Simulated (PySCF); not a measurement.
# AgF6 ([AgF6]3-): the cost of one run

Programs: PySCF 2.14.0, with routines of our own; each step states its level. All values are computed. Atoms count from 0.

## 1. The starting structure

7 atoms, charge -3, states of the metal's open shell are computed; geometry from: model geometry, bond lengths from ionic radii.

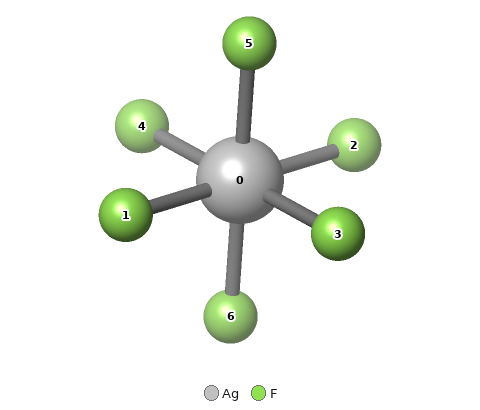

The starting geometry (silver light grey, fluorine green); sticks join atoms by distance alone.

## 2. Ligand-field states: state-averaged CASSCF in water

What the job is given:

```
{"job": {"kind": "lf", "basis": {"metal": "x2c-TZVPall", "ligand": "x2c-SVPall"}, "nevpt": true, "solvent": "water"}, "charge": -3, "metal": "Ag", "open_shell": "d8"}
Ag     0.000000     0.000000     0.000000
F      0.000000     0.000000     2.050000
F      0.000000     0.000000    -2.050000
F      2.050000     0.000000     0.000000
F     -2.050000     0.000000     0.000000
F      0.000000     2.050000     0.000000
F     -0.000000    -2.050000     0.000000
```

Method: state-averaged CASSCF of the metal d shell, SC-NEVPT2 on the averaged canonical orbitals, state-interaction spin-orbit coupling.

On the command line:

```
$ OMP_NUM_THREADS=1 python lf_run.py task.json out
```

The driver reads the jobs from task.json and runs them one after another.

**Question.** How long does this first job take on 1 thread of Arm Neoverse V1, shared host, and how much memory does it need?

About 13 s, with a peak of 0.36 GiB.
